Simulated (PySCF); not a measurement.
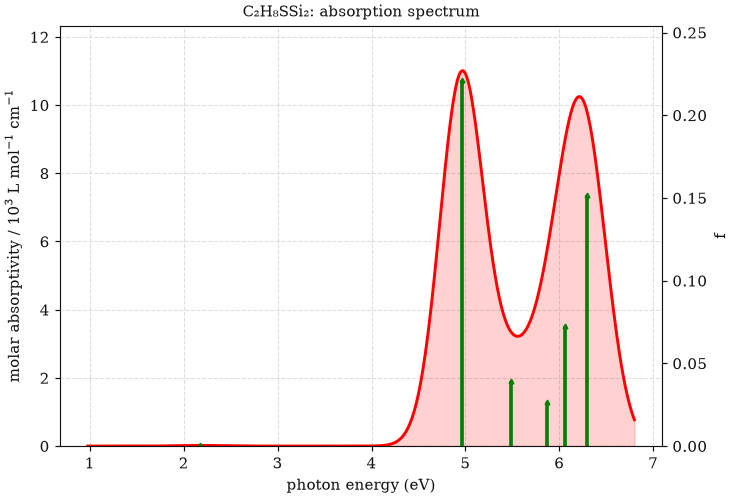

Computed absorption of C₂H₈SSi₂, SMILES CC(=S)[SiH2][SiH3]. Vertical TDDFT excitations, CAM-B3LYP/def2-SVPD (IEF-PCM cyclohexane) with PySCF, at a PBE0-D3(BJ)/def2-SVP geometry (no frequency check). Only the first 6 singlet excitations are included; each is broadened by a Gaussian of 1/e half-width 0.33 eV. Sticks give oscillator strengths (right axis).

**Does any vertical transition fall in the visible?**

1 singlet level lies below 3.1 eV (beyond 400 nm), with f below 0.001, so absorption there is weak.

**Where is the maximum of the broadened curve, and how high is it?**

At about 5.0 eV (250 nm), with ε near 11000 L mol⁻¹ cm⁻¹.

**List the transitions behind the spectrum.**

```
state  E (eV)  λ (nm)      f        main character
   S1    2.18     569  0.000    HOMO → LUMO (99 %)
   S2    4.96     250  0.221  HOMO−1 → LUMO (94 %)
   S3    5.49     226  0.039  HOMO−3 → LUMO (47 %)
   S4    5.86     211  0.027  HOMO → LUMO+1 (83 %)
   S5    6.06     205  0.072  HOMO−2 → LUMO (58 %)
   S6    6.30     197  0.151  HOMO → LUMO+2 (51 %)
```

Known limits of this run: one conformer of a flexible molecule; core orbitals are frozen in the response.
